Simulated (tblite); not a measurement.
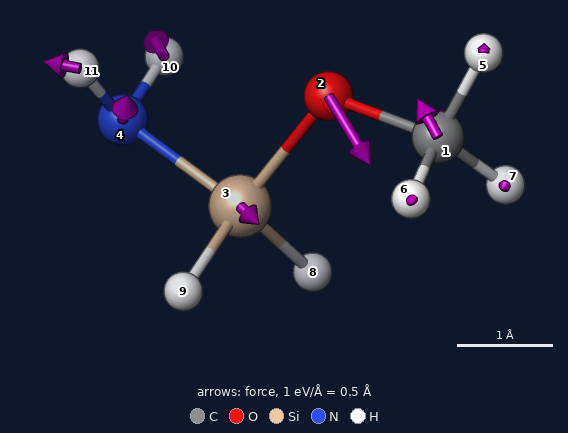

Starting geometry of CH$_{7}$NOSi (charge +1, multiplicity 2) with the computed forces as purple arrows. The picture is a ball-and-stick view, seen at a tilt.

The calculation used GFN2-xTB geometry optimisation, gas phase in tblite. 

What follows when this structure is relaxed?

Answer. It isn't relaxed: the largest force vector, on O2, is 1.80 eV/Å. The final displacements have little in common with the starting forces (cosine between the two patterns 0.25). The atom that moves furthest after the best rigid fit is O2 (1.21 Å). By element the largest moves are O 1.21 Å, H 1.15 Å, N 0.47 Å, Si 0.20 Å, C 0.13 Å. Near-neighbour distances that change, for instance: O2–Si3 1.649 → 1.587 Å, C1–O2 1.434 → 1.385 Å, N4–H10 1.000 → 1.010 Å, Si3–N4 1.706 → 1.712 Å. Among the angles between lasting bonds that change: C1–O2–Si3 117.7° → 152.3°, Si3–N4–H11 106.8° → 126.0°, O2–Si3–N4 102.9° → 120.5°. Groups turn about C1–O2 by about 175°. After 94 geometry steps the energy has fallen by 0.981 eV. Cost: 0.32 s on 1 thread of Arm Neoverse V2, on a shared host.
